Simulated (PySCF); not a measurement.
CH2F, SMILES F[CH2], doublet at its PBE0/def2-SVP optimised geometry (Å):

```
4

C     -0.2460    -0.1939     0.0000
F     -0.8164     1.0021     0.0000
H     -0.8472    -1.0021     0.4248
H      0.8472    -0.1939     0.0000
```

Level of theory: PySCF with unrestricted PBE0/def2-TZVP. Cells within 0.4 Å of a nucleus heavier than hydrogen are left out (blank, or x).

Map of the log10 of the electron density (e/bohr³), floored at −4 on the plane z = 0.0 Å:

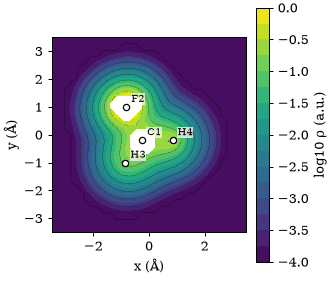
Log10 of the electron density (e/bohr³), floored at −4 on the plane z = 0.0 Å.
